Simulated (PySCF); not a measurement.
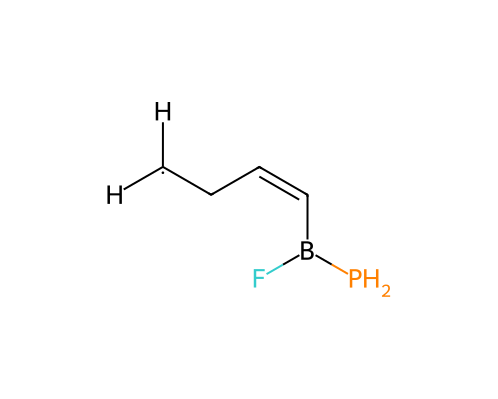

The species is neutral and a spin doublet. The computed structure is the end point of a GFN2-xTB optimisation. No frequency run is at hand to confirm it as a minimum. Properties computed with UKS B3LYP, pcH-1 on B C F H P, non-relativistic (PySCF 2.14.0).

Q: Give the isotropic g value at this level.

A: 2.00264.

Q: Estimate the ⟨S²⟩ of the determinant.

A: 0.754.

The geometry is semi-empirical. Around B, P such bond lengths and angles can be off by a tenth of an ångström or more and by several degrees, and values that hang on the shape move with them.
